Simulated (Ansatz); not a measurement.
**CH₈N₂Si (SMILES CN[SiH2]N): density, localisation and related maps**

```xyz
12

C    -1.5124    1.0460    0.5733
N    -0.7500    0.0582   -0.1541
Si    0.8273   -0.4682    0.2446
N     1.5828   -1.0255   -1.1861
H    -2.0995    1.6737   -0.1049
H    -0.8288    1.7049    1.1141
H    -2.1997    0.6123    1.3110
H    -1.3092   -0.5426   -0.7393
H     0.9501   -1.6320    1.1744
H     1.4303    0.7161    0.9263
H     2.2494   -1.7779   -1.1499
H     1.7366   -0.4204   -1.9754
```

Geometry: PBE0-D4/def2-TZVP.

Theory: RKS PBE0-D4/def2-TZVPP in Ansatz 0.2.0.

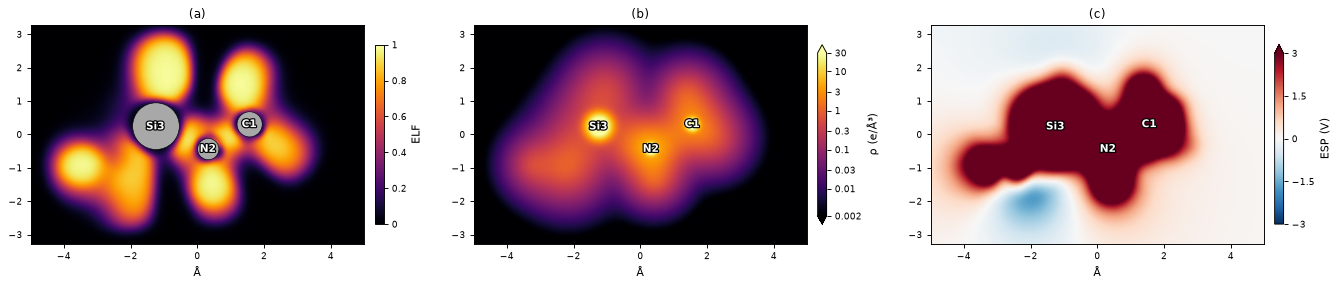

Figure 1. (a) ELF; (b) total electron density; (c) electrostatic potential on the plane of atoms C1, N2 and Si3. Grey discs cover the atomic cores in the ELF map.

What do the fields say about this system?

Answer. The section cuts through C, N and Si sites.
C–N (1.44 Å): ρ is about 1.9 e/Å³ halfway; the ELF peaks at about 0.90 between the atoms (a covalent bond).
Si–N (1.71 Å): ρ is about 1.1 e/Å³ halfway; the ELF peaks at about 0.90 between the atoms (a polar covalent bond).
The ELF also peaks beside N4, away from the bonds: lone-pair regions.
Outside the dense part of the molecule the potential is most negative (−1.7 V) near N4, which lies off the plane.

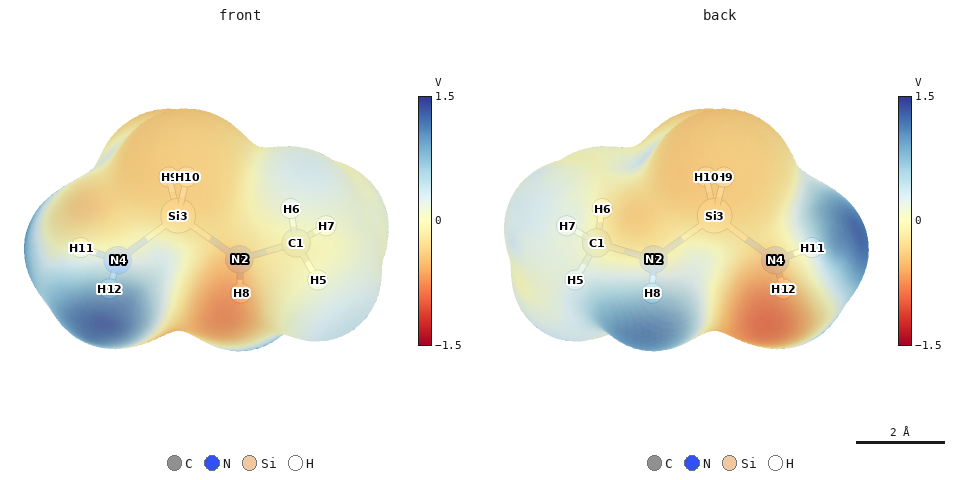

Figure 2. The electrostatic potential painted on the density surface at 0.001 e/bohr³, seen from the front and from behind; the colour scale runs from red (negative) to blue (positive).

Describe the electrostatic potential map.

Answer. The most negative region (about −0.9 V, or −21 kcal/mol for a unit charge) lies over N4, the most positive (about +1.2 V, or +28 kcal/mol for a unit charge) over H11 and H12.

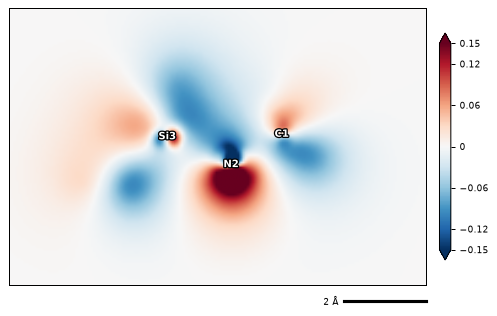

Figure 3. The HOMO on the plane of atoms C1, N2 and Si3 (values in Å⁻³ᐟ²; the overall sign is arbitrary).

Describe this orbital and give its energy.

Answer. By Hirshfeld shares it lies mainly on N2 (about 55 %), Si3 (about 10 %), C1 (about 10 %) and H9 (about 5 %). Its energy is −6.62 eV.

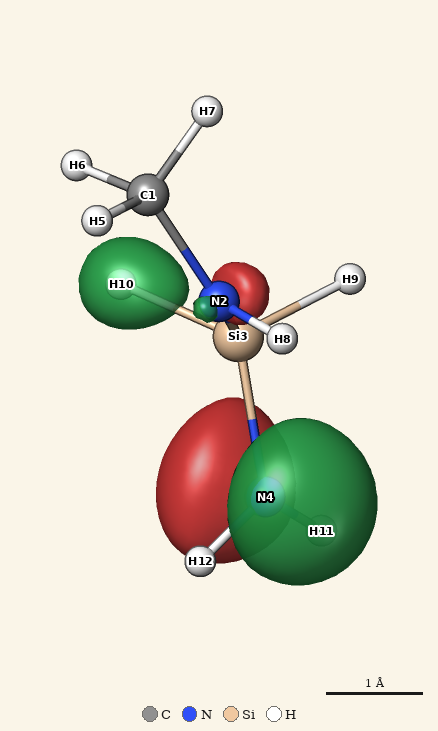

Figure 4. The HOMO−1 at ±0.2 Å⁻³ᐟ² (green and red are the two phases), seen at an oblique angle.

Where does this orbital lie, and at what energy?

Answer. It lies mainly on N4 (about 65 %), Si3 (about 15 %) and H10 (about 10 %). Its energy is −7.38 eV.
